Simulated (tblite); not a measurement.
# CH$_{7}$NO$_{3}$Si: geometry relaxation (part 2 of 2)

CH$_{7}$NO$_{3}$Si, SMILES OC(O)(O)N[SiH3]; GFN2-xTB geometry optimisation, gas phase (tblite 0.8.0). 

Geometry of the input (Å):
```
C  -0.5130  0.2510  0.2575
N  -1.6084  -0.3909  -0.4479
Si -1.1587  -1.3137  -1.9535
O  -0.9759  0.8929  1.3923
O  0.0717  1.1647  -0.5938
O  0.4197  -0.7125  0.6089
H  -2.3187  -0.8372  0.1558
H  -0.4918  -2.5173  -1.5974
H  -0.3058  -0.5194  -2.7702
H  -2.3252  -1.6300  -2.6955
H  -1.7970  0.6321  1.8737
H  0.5624  1.9493  -0.2719
H  1.3860  -0.6033  0.5921
```

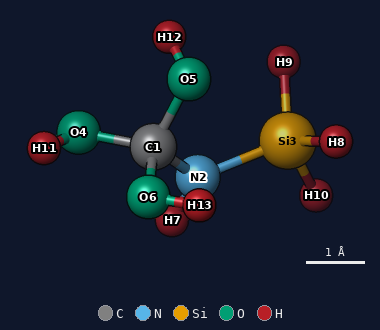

Fig. 1: The geometry at step 152 of the log (ball-and-stick view, seen at a tilt; atoms are numbered from 1 in the order of the input).

## Trajectory as extended XYZ, continued
```
13
Properties=species:S:1:pos:R:3:forces:R:3 step=88 energy=-615.23741
C    -0.5059    0.1566    0.3114    0.0010   0.0090  -0.0290
N    -1.5371   -0.3777   -0.5026   -0.0070  -0.0110   0.0000
Si   -1.0980   -1.1547   -1.9865    0.0050   0.0010   0.0160
O    -1.0231    1.1155    1.1826   -0.0130  -0.0120   0.0030
O     0.4457    0.7636   -0.4795   -0.0080   0.0420  -0.0240
O     0.1330   -0.8395    1.0444   -0.0240   0.0070  -0.0160
H    -2.2793   -0.7738    0.0497   -0.0170  -0.0040   0.0030
H    -0.0966   -2.2137   -1.8269    0.0170   0.0010   0.0060
H    -0.5830   -0.1155   -2.8775   -0.0340  -0.0070  -0.0210
H    -2.3753   -1.7087   -2.4314    0.0020   0.0130  -0.0090
H    -1.2803    0.6828    2.0028   -0.0120   0.0070   0.0330
H     0.0668    1.5825   -0.8203    0.0420  -0.0260   0.0050
H     1.0785   -0.7518    0.8839    0.0480  -0.0200   0.0330
13
Properties=species:S:1:pos:R:3:forces:R:3 step=96 energy=-615.24161
C    -0.5173    0.1487    0.3234    0.0000   0.0100  -0.0020
N    -1.5373   -0.4055   -0.4906   -0.0070   0.0010  -0.0020
Si   -1.1011   -1.1281   -1.9999    0.0120  -0.0170  -0.0040
O    -1.0429    1.1453    1.1454    0.0070  -0.0080   0.0040
O     0.4637    0.7007   -0.4764    0.0060  -0.0120   0.0180
O     0.0909   -0.8206    1.1187   -0.0040   0.0100  -0.0210
H    -2.2796   -0.8089    0.0557   -0.0020   0.0080   0.0080
H    -0.0067   -2.0977   -1.8873    0.0100  -0.0050   0.0050
H    -0.7055   -0.0529   -2.9115   -0.0360   0.0000   0.0030
H    -2.3441   -1.7847   -2.4052    0.0270   0.0260   0.0020
H    -1.2424    0.7680    2.0097    0.0210   0.0050  -0.0450
H     0.1381    1.5348   -0.8319   -0.0270  -0.0120   0.0210
H     1.0294   -0.8332    0.9000   -0.0060  -0.0080   0.0130
13
Properties=species:S:1:pos:R:3:forces:R:3 step=104 energy=-615.24466
C    -0.5262    0.1366    0.3344    0.0090  -0.0090  -0.0110
N    -1.5338   -0.4312   -0.4829    0.0050  -0.0070  -0.0010
Si   -1.0988   -1.1025   -2.0144   -0.0040   0.0020   0.0070
O    -1.0529    1.1739    1.1013    0.0050  -0.0090  -0.0120
O     0.4875    0.6308   -0.4642    0.0050   0.0020  -0.0230
O     0.0405   -0.8070    1.1889   -0.0010   0.0070   0.0130
H    -2.2822   -0.8304    0.0569   -0.0070  -0.0020   0.0060
H     0.0854   -1.9657   -1.9645   -0.0030   0.0070   0.0140
H    -0.8642    0.0119   -2.9354    0.0120   0.0110   0.0030
H    -2.2918   -1.8655   -2.3740   -0.0020  -0.0070  -0.0110
H    -1.1813    0.8563    2.0013    0.0010   0.0090   0.0130
H     0.1958    1.4668   -0.8430   -0.0140   0.0080   0.0060
H     0.9673   -0.9081    0.9458   -0.0060  -0.0110  -0.0030
13
Properties=species:S:1:pos:R:3:forces:R:3 step=112 energy=-615.24591
C    -0.5294    0.1299    0.3329   -0.0060  -0.0050   0.0080
N    -1.5388   -0.4494   -0.4730    0.0050  -0.0030   0.0000
Si   -1.0979   -1.0924   -2.0147    0.0020  -0.0010   0.0040
O    -1.0485    1.1850    1.0796   -0.0040   0.0010   0.0040
O     0.4814    0.6069   -0.4815   -0.0190   0.0230   0.0010
O     0.0345   -0.7961    1.2078    0.0330  -0.0050   0.0180
H    -2.2846   -0.8488    0.0703    0.0030  -0.0050  -0.0140
H     0.1077   -1.9260   -1.9597   -0.0120   0.0050  -0.0110
H    -0.8892    0.0358   -2.9279    0.0010  -0.0190   0.0190
H    -2.2701   -1.8850   -2.3834    0.0100   0.0100   0.0030
H    -1.1686    0.8940    1.9901    0.0100  -0.0050  -0.0090
H     0.2031    1.4630   -0.8242    0.0180   0.0080  -0.0180
H     0.9457   -0.9510    0.9338   -0.0410  -0.0040  -0.0040
13
Properties=species:S:1:pos:R:3:forces:R:3 step=120 energy=-615.24828
C    -0.5366    0.1365    0.3359   -0.0340  -0.0020   0.0110
N    -1.5356   -0.4760   -0.4601    0.0430  -0.0400  -0.0190
Si   -1.0948   -1.0847   -2.0136    0.0290   0.0240  -0.0480
O    -1.0655    1.2018    1.0514   -0.0560   0.0530   0.0340
O     0.4768    0.5951   -0.4912   -0.0360  -0.0040   0.0100
O     0.0227   -0.7500    1.2550    0.1800  -0.0580  -0.0830
H    -2.2767   -0.8924    0.0775    0.0490   0.0400   0.0210
H     0.1387   -1.8787   -1.9990   -0.0040  -0.0030   0.0150
H    -0.9305    0.0663   -2.9067   -0.0150  -0.0330  -0.0050
H    -2.2362   -1.9230   -2.3779   -0.0010   0.0270   0.0050
H    -1.1267    0.9445    1.9782    0.0040   0.0250  -0.0020
H     0.2331    1.4719   -0.8109   -0.0070  -0.0580   0.0280
H     0.8766   -1.0455    0.9117   -0.1520   0.0270   0.0320
13
Properties=species:S:1:pos:R:3:forces:R:3 step=128 energy=-615.25502
C    -0.5464    0.1433    0.3382    0.0180  -0.0200   0.0260
N    -1.5219   -0.5097   -0.4498    0.0140  -0.0020   0.0190
Si   -1.0818   -1.0788   -2.0169   -0.0020   0.0110   0.0010
O    -1.1036    1.2089    1.0306    0.0120  -0.0360   0.0040
O     0.4680    0.5924   -0.4957    0.0040  -0.0040   0.0140
O     0.0252   -0.7107    1.2809    0.0130   0.0290   0.0340
H    -2.2504   -0.9265    0.1028   -0.0180  -0.0060  -0.0400
H     0.1700   -1.8426   -2.0206    0.0130  -0.0120   0.0110
H    -0.9619    0.0857   -2.8932    0.0030   0.0100  -0.0450
H    -2.2062   -1.9377   -2.3794   -0.0210  -0.0020  -0.0010
H    -1.0831    0.9996    1.9717    0.0150   0.0310  -0.0160
H     0.2485    1.4795   -0.7975   -0.0430   0.0230   0.0040
H     0.7888   -1.1376    0.8789   -0.0060  -0.0240  -0.0120
13
Properties=species:S:1:pos:R:3:forces:R:3 step=136 energy=-615.26092
C    -0.5455    0.1436    0.3433   -0.0020   0.0020  -0.0030
N    -1.4951   -0.5499   -0.4375    0.0010  -0.0160  -0.0070
Si   -1.0707   -1.0768   -2.0219   -0.0040  -0.0080  -0.0400
O    -1.1366    1.2017    1.0136    0.0190  -0.0230   0.0770
O     0.4561    0.6070   -0.5030    0.0050   0.0050   0.0090
O     0.0465   -0.6719    1.3062    0.0810  -0.0280  -0.0570
H    -2.2403   -0.9477    0.1055   -0.0240  -0.0050  -0.0300
H     0.1882   -1.8334   -2.0387   -0.0150   0.0290   0.0050
H    -0.9870    0.0875   -2.9063    0.0230  -0.0110   0.0080
H    -2.1921   -1.9431   -2.3823   -0.0040  -0.0050   0.0140
H    -1.0411    1.0485    1.9620    0.0160   0.0330  -0.0470
H     0.2457    1.5111   -0.7592   -0.0310  -0.0030   0.0000
H     0.7171   -1.2108    0.8684   -0.0640   0.0300   0.0730
13
Properties=species:S:1:pos:R:3:forces:R:3 step=144 energy=-615.26797
C    -0.5436    0.1263    0.3571    0.0130  -0.0100   0.0000
N    -1.4548   -0.6172   -0.4178   -0.0230  -0.0220   0.0080
Si   -1.0563   -1.0643   -2.0318    0.0070   0.0310  -0.0140
O    -1.1773    1.1681    1.0113    0.0000  -0.0430   0.0070
O     0.4438    0.6093   -0.5018    0.0240   0.0260   0.0280
O     0.0756   -0.6382    1.3420   -0.0550   0.0200   0.0290
H    -2.2648   -0.9322    0.0826   -0.0300  -0.0010   0.0150
H     0.2387   -1.7516   -2.0738   -0.0300  -0.0130  -0.0040
H    -1.0272    0.1180   -2.8976    0.0020  -0.0040  -0.0140
H    -2.1598   -1.9565   -2.3890    0.0310  -0.0010   0.0140
H    -0.9175    1.1359    1.9404    0.0090   0.0340  -0.0220
H     0.1804    1.4882   -0.7938    0.0040   0.0030  -0.0070
H     0.6082   -1.3201    0.9223    0.0500  -0.0210  -0.0400
13
Properties=species:S:1:pos:R:3:forces:R:3 step=152 energy=-615.27190
C    -0.5429    0.1084    0.3736   -0.0100  -0.0050   0.0050
N    -1.4388   -0.6442   -0.4104   -0.0120  -0.0050  -0.0060
Si   -1.0569   -1.0477   -2.0389    0.0290  -0.0190  -0.0020
O    -1.2075    1.1364    1.0164    0.0110  -0.0230   0.0290
O     0.4553    0.6071   -0.4665   -0.0010   0.0080   0.0120
O     0.0733   -0.6529    1.3609   -0.0330   0.0360   0.0210
H    -2.2836   -0.9020    0.0656   -0.0090   0.0010  -0.0090
H     0.2486   -1.7095   -2.1043    0.0000  -0.0030   0.0090
H    -1.0556    0.1346   -2.9083   -0.0150  -0.0020   0.0120
H    -2.1341   -1.9746   -2.3772   -0.0210   0.0030  -0.0270
H    -0.8615    1.2026    1.9152    0.0110   0.0140  -0.0160
H     0.1542    1.4519   -0.8174    0.0140   0.0000  -0.0030
H     0.5949   -1.3441    0.9415    0.0370  -0.0050  -0.0240
13
Properties=species:S:1:pos:R:3:forces:R:3 step=160 energy=-615.27450
C    -0.5482    0.0935    0.3868   -0.0020  -0.0100   0.0110
N    -1.4364   -0.6606   -0.4066   -0.0110   0.0020   0.0030
Si   -1.0581   -1.0544   -2.0380    0.0000   0.0060  -0.0070
O    -1.2314    1.1057    1.0325   -0.0040  -0.0140  -0.0230
O     0.4579    0.6062   -0.4370   -0.0080  -0.0060   0.0020
O     0.0746   -0.6691    1.3677   -0.0210   0.0120   0.0200
H    -2.3128   -0.8598    0.0395    0.0050  -0.0050   0.0080
H     0.2504   -1.7073   -2.1005    0.0040  -0.0150   0.0100
H    -1.0600    0.1345   -2.8979    0.0050   0.0220  -0.0200
H    -2.1402   -1.9663   -2.4002   -0.0040  -0.0060   0.0030
H    -0.8269    1.2408    1.8979    0.0180   0.0000   0.0140
H     0.1368    1.4225   -0.8331    0.0000   0.0210  -0.0130
H     0.6396   -1.3198    0.9389    0.0180  -0.0070  -0.0070
13
Properties=species:S:1:pos:R:3:forces:R:3 step=168 energy=-615.27513
C    -0.5534    0.0940    0.3847    0.0110  -0.0090   0.0140
N    -1.4437   -0.6556   -0.4098   -0.0080   0.0180   0.0030
Si   -1.0578   -1.0561   -2.0379    0.0070  -0.0060   0.0100
O    -1.2359    1.0995    1.0413    0.0080  -0.0110  -0.0210
O     0.4490    0.6133   -0.4398    0.0000  -0.0020   0.0010
O     0.0766   -0.6719    1.3593   -0.0130   0.0020   0.0170
H    -2.3170   -0.8599    0.0398    0.0000  -0.0080   0.0010
H     0.2370   -1.7390   -2.0787    0.0060   0.0020  -0.0080
H    -1.0277    0.1325   -2.8991    0.0050  -0.0010  -0.0080
H    -2.1516   -1.9507   -2.4077   -0.0090  -0.0020  -0.0050
H    -0.8230    1.2298    1.9037    0.0050   0.0070   0.0100
H     0.1274    1.4303   -0.8345   -0.0100   0.0050   0.0010
H     0.6654   -1.3004    0.9289   -0.0010   0.0040  -0.0170
13
Properties=species:S:1:pos:R:3:forces:R:3 step=176 energy=-615.27619
C    -0.5662    0.1084    0.3815    0.0210   0.0180   0.0070
N    -1.4732   -0.6012   -0.4308   -0.0060   0.0180   0.0210
Si   -1.0537   -1.0685   -2.0330   -0.0010   0.0000   0.0270
O    -1.2307    1.1087    1.0641    0.0030  -0.0180   0.0440
O     0.4395    0.6325   -0.4327    0.0060   0.0110  -0.0260
O     0.0608   -0.6891    1.3333   -0.0010  -0.0320  -0.0250
H    -2.3011   -0.8978    0.0527   -0.0010  -0.0040  -0.0090
H     0.2115   -1.8088   -2.0490    0.0070  -0.0020   0.0020
H    -0.9498    0.1085   -2.9010    0.0040   0.0120  -0.0150
H    -2.1796   -1.9158   -2.4146   -0.0070  -0.0180  -0.0090
H    -0.8250    1.1982    1.9362   -0.0130   0.0110  -0.0300
H     0.1090    1.4396   -0.8408    0.0010   0.0050  -0.0030
H     0.7038   -1.2489    0.8844   -0.0140   0.0010   0.0180
13
Properties=species:S:1:pos:R:3:forces:R:3 step=184 energy=-615.27730
C    -0.5742    0.1163    0.3862   -0.0050   0.0070  -0.0040
N    -1.4896   -0.5655   -0.4424   -0.0080   0.0060  -0.0060
Si   -1.0481   -1.0752   -2.0263    0.0080  -0.0060  -0.0040
O    -1.2431    1.0903    1.1005   -0.0020   0.0050   0.0030
O     0.4254    0.6654   -0.4188    0.0070   0.0040   0.0130
O     0.0581   -0.7103    1.3090    0.0100   0.0000  -0.0180
H    -2.2898   -0.9150    0.0523   -0.0200   0.0020   0.0090
H     0.1933   -1.8578   -2.0208    0.0040  -0.0010   0.0110
H    -0.8808    0.0905   -2.9001   -0.0090   0.0030   0.0010
H    -2.1926   -1.8890   -2.4278    0.0100  -0.0040   0.0050
H    -0.7988    1.2098    1.9493    0.0100  -0.0140  -0.0170
H     0.0688    1.4453   -0.8571    0.0020  -0.0010   0.0110
H     0.7169   -1.2390    0.8463   -0.0060   0.0000  -0.0040
13
Properties=species:S:1:pos:R:3:forces:R:3 step=192 energy=-615.27804
C    -0.5807    0.1160    0.3857   -0.0020   0.0190  -0.0010
N    -1.5032   -0.5527   -0.4460    0.0140   0.0000  -0.0030
Si   -1.0425   -1.0745   -2.0214    0.0060  -0.0090  -0.0020
O    -1.2426    1.0861    1.1097   -0.0280   0.0020   0.0070
O     0.4191    0.6712   -0.4151    0.0140  -0.0260  -0.0100
O     0.0533   -0.7218    1.2973   -0.0100   0.0080  -0.0080
H    -2.2940   -0.9170    0.0539   -0.0110   0.0060  -0.0040
H     0.2020   -1.8543   -1.9986   -0.0110   0.0170   0.0020
H    -0.8789    0.0938   -2.8927    0.0040  -0.0130  -0.0030
H    -2.1767   -1.8974   -2.4329    0.0060  -0.0050   0.0090
H    -0.7731    1.2208    1.9417    0.0140  -0.0050   0.0200
H     0.0587    1.4472   -0.8566   -0.0020   0.0130   0.0040
H     0.7040   -1.2516    0.8253    0.0080  -0.0070  -0.0110
13
Properties=species:S:1:pos:R:3:forces:R:3 step=200 energy=-615.27927
C    -0.5915    0.1202    0.3824   -0.0030   0.0070   0.0130
N    -1.5253   -0.5226   -0.4577    0.0130  -0.0100   0.0010
Si   -1.0392   -1.0826   -2.0132    0.0120  -0.0100  -0.0010
O    -1.2432    1.0728    1.1371   -0.0080   0.0270  -0.0290
O     0.4076    0.6840   -0.4149   -0.0090   0.0040   0.0100
O     0.0504   -0.7401    1.2672   -0.0160  -0.0180   0.0010
H    -2.3161   -0.8948    0.0380    0.0190   0.0280   0.0070
H     0.2043   -1.8618   -1.9595   -0.0020   0.0020   0.0060
H    -0.8541    0.0673   -2.9025   -0.0060   0.0010  -0.0080
H    -2.1654   -1.9173   -2.4218    0.0000   0.0010   0.0000
H    -0.7479    1.2083    1.9542    0.0060  -0.0150   0.0120
H     0.0561    1.4747   -0.8369   -0.0210   0.0040  -0.0030
H     0.7098   -1.2424    0.7778    0.0150  -0.0200  -0.0100
13
Properties=species:S:1:pos:R:3:forces:R:3 step=203 energy=-615.28105
C    -0.5909    0.1347    0.3780    0.0020   0.0010   0.0000
N    -1.5322   -0.4862   -0.4710   -0.0050  -0.0010  -0.0010
Si   -1.0301   -1.1006   -2.0014    0.0000   0.0010   0.0010
O    -1.2383    1.0616    1.1673    0.0000  -0.0020  -0.0040
O     0.3954    0.7272   -0.4130   -0.0040   0.0050  -0.0010
O     0.0629   -0.7515    1.2280    0.0020   0.0020  -0.0020
H    -2.3366   -0.8305    0.0223    0.0020   0.0000  -0.0030
H     0.2050   -1.8891   -1.9008   -0.0010   0.0000   0.0000
H    -0.8185    0.0204   -2.9213    0.0000  -0.0020   0.0020
H    -2.1570   -1.9368   -2.4040    0.0000   0.0000   0.0000
H    -0.7452    1.1559    1.9918    0.0020  -0.0010   0.0040
H     0.0167    1.5025   -0.8410    0.0030  -0.0050   0.0030
H     0.7141   -1.2418    0.7151   -0.0010   0.0020   0.0010
```
